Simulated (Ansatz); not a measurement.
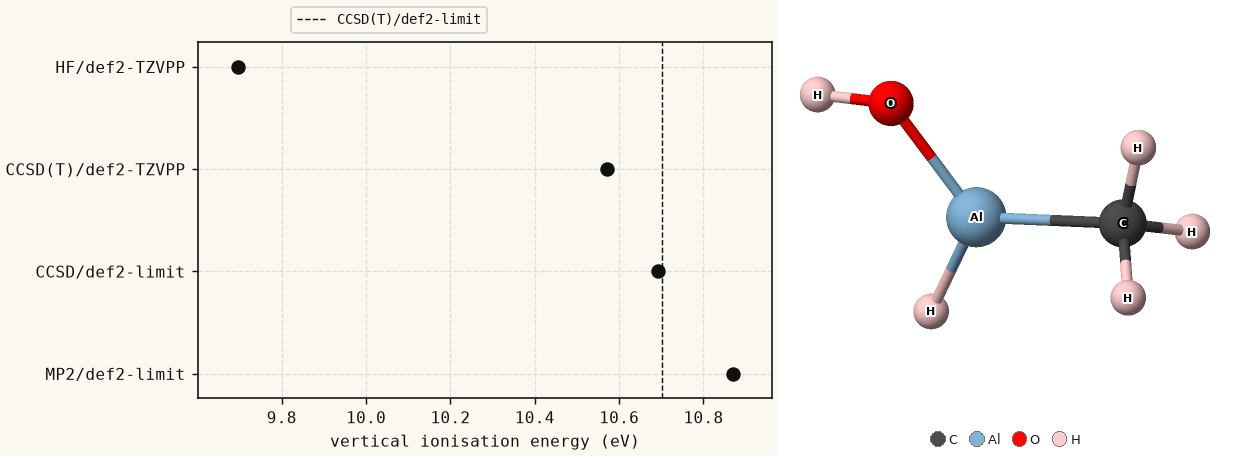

Vertical ionisation energy of CH₅AlO, SMILES [CH3][AlH][OH], singlet, taken as the energy of the cation less that of the neutral at fixed geometry (unrestricted doublet cation, cores frozen in correlated methods, no spin-orbit coupling), the Ansatz code, at a PBE0-D4/def2-TZVP geometry (a minimum by its frequencies). Limit means an estimate of the basis limit from triple and quadruple zeta; for coupled cluster it is either extrapolated directly or built as the MP2 limit plus the step from MP2 in triple zeta. The distance of CCSD(T)/def2-TZVPP to the limit includes basis error.

> What range do the values span, the line included?

From 9.70 eV (HF/def2-TZVPP) to 10.87 eV (MP2/def2-limit).

> Which level comes closest to the line (CCSD(T)/def2-limit), and which misses most?

Closest CCSD/def2-limit (10.69 eV), against 10.70 eV; farthest HF/def2-TZVPP (9.70 eV).
